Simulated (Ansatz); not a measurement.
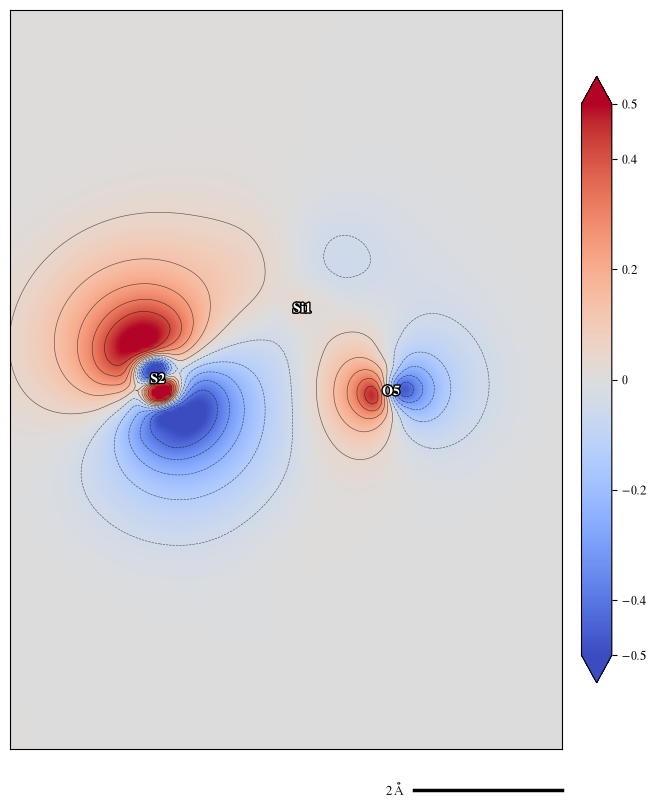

*H4OSSi···H2O. The HOMO on the plane of atoms S2, Si1 and O5 (values in Å⁻³ᐟ²; the overall sign is arbitrary).*

Computed with UKS PBE0-D4/def2-SVP in Ansatz 0.2.0.

```yaml
atoms:
  - { symbol: Si, position_ang: [0.2749, -1.1890, -0.7033] }
  - { symbol: S, position_ang: [1.1561, -0.7269, 1.2339] }
  - { symbol: H, position_ang: [1.3190, -1.7232, -1.6153] }
  - { symbol: H, position_ang: [-0.7145, -2.2455, -0.3434] }
  - { symbol: O, position_ang: [-0.3606, 0.1575, -1.3970] }
  - { symbol: H, position_ang: [-0.6214, 1.0109, 1.2868] }
  - { symbol: O, position_ang: [-1.2872, 1.4882, 0.7612] }
  - { symbol: H, position_ang: [2.1124, 0.0846, 0.7281] }
  - { symbol: H, position_ang: [-0.8566, 0.7301, -0.7684] }
  - { symbol: H, position_ang: [-1.0224, 2.4133, 0.8175] }
```

Describe this orbital and give its energy.

Its weight (Hirshfeld) is mainly on S2 (about 75 %) and O5 (about 5 %); largely a lone pair of S2. Its energy is −7.74 eV.
